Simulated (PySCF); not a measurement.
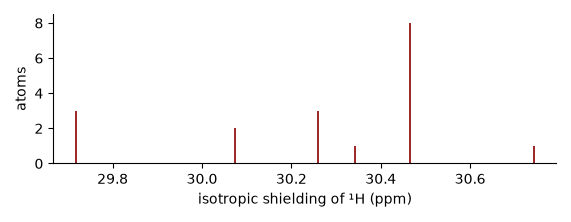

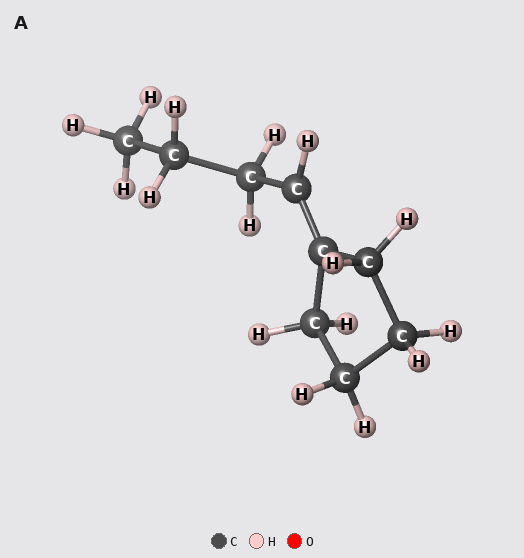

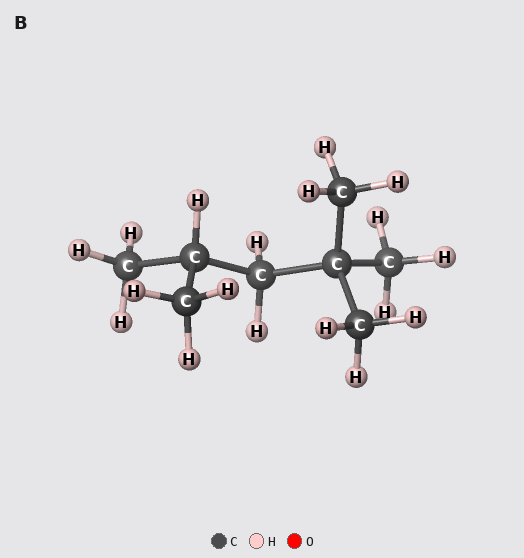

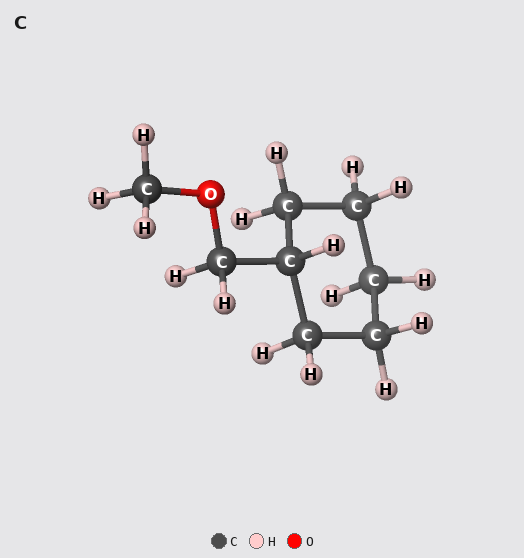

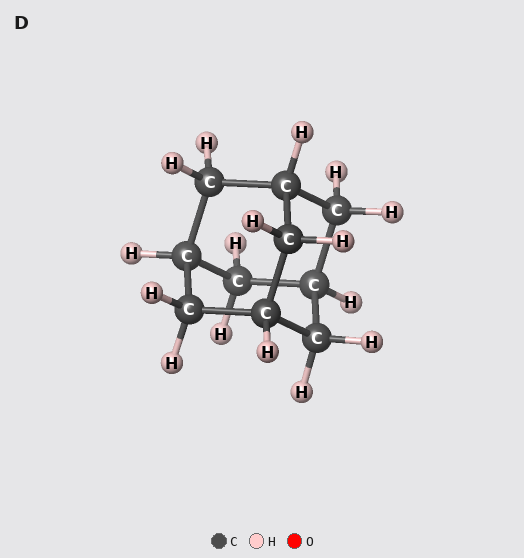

The sticks are computed shieldings of one of the molecules, for one fixed geometry (PBE0-D3(BJ)/def2-SVP) without averaging over rotations. Low shielding means a high chemical shift. Method: GIAO PBE0/pcSseg-1 NMR shielding, non-relativistic, IEF-PCM dichloromethane (PySCF 2.14.0).

Which molecule gives this pattern?

B, `CC(C)CC(C)(C)C`. Its 18 H atoms give lines at 29.72 (3 atoms), 30.07 (2 atoms), 30.26 (3 atoms), 30.34, 30.46 (8 atoms), 30.74 ppm.
